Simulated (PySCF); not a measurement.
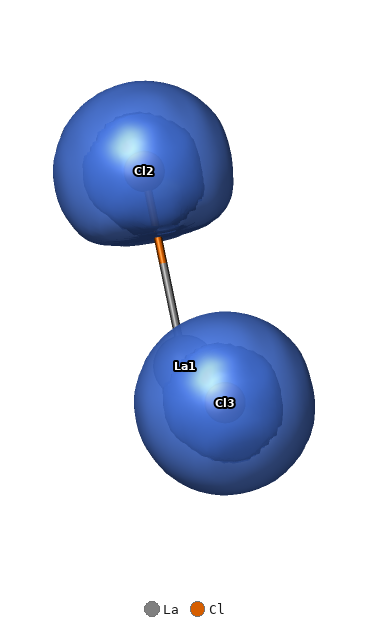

Cl$_{2}$La (charge +1). Isosurface of the ELF at 0.8 (blue), seen at an oblique angle. Only the valence region is drawn (cores and ρ < 0.01 e/Å³ removed).

Core potentials replace the inner electrons of La.

Method: PySCF 2.14.0, RKS PBE0, La lcecp-1-SVP with ECP46, Cl def2-SVP; non-relativistic Hamiltonian with scalar-relativistic core potentials where named; density fitting.

```yaml
atoms:
  - { symbol: La, position_ang: [0.0000, 0.0000, -0.6023] }
  - { symbol: Cl, position_ang: [2.0361, 0.0000, 0.8532] }
  - { symbol: Cl, position_ang: [-2.0361, 0.0000, 0.8532] }
```

Describe the localisation domains.

Answer. The ELF exceeds this value in two regions wrapped around Cl (the valence shell of each). Profiles from the grid: La–Cl (2.50 Å): the ELF peaks at about 0.85 in the valence shell of Cl, 0.8 Å from its nucleus, and drops to about 0.30 between the two atoms; an ionic contact with no shared pair.
